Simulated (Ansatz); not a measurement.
Bond-angle distributions (per cent of the angles at each element, bins of 10°) of a relaxed model of amorphous Ge24Se36 at 4.42 g/cm³. Level of theory: PBE, scalar-relativistic without spin-orbit coupling, PAW (Ansatz default set, large-core Se) (plane waves to 420 eV; Ansatz, a first-principles code).

Preparation: random packing, a CHGNet melt and quench, and a DFT relaxation. The hot cell started wider than the set density and was brought back towards it in steps. It is the lowest in DFT energy of 4 quenches. It is a model cell: composition and starting density were chosen by hand, and all elements were melted together. No dispersion term was used. Its density started from a set value of 4.42 and ended at 4.42 g/cm³. The simulated quench (nominally 30 K/ps over its main leg) is rapid and tends to freeze in more defects than a deposited or slowly cooled glass has. A cell of this size samples the disorder only roughly. The volume was held where the preparation left it and the shape relaxed, at a PBE pressure of 0.6 GPa. Stress components on the final sampling reach 0.7 GPa.

Cut-offs for bonds: Ge-Ge 2.85 Å, Ge-Se 2.90 Å, Se-Se 2.76 Å.

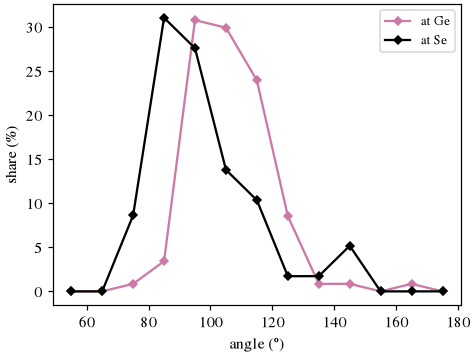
Bond-angle distributions

They go with these counts of neighbours within the cut-offs, cation contacts included: Ge mean 3.6, most often 4; Se mean 2.3, most often 2.
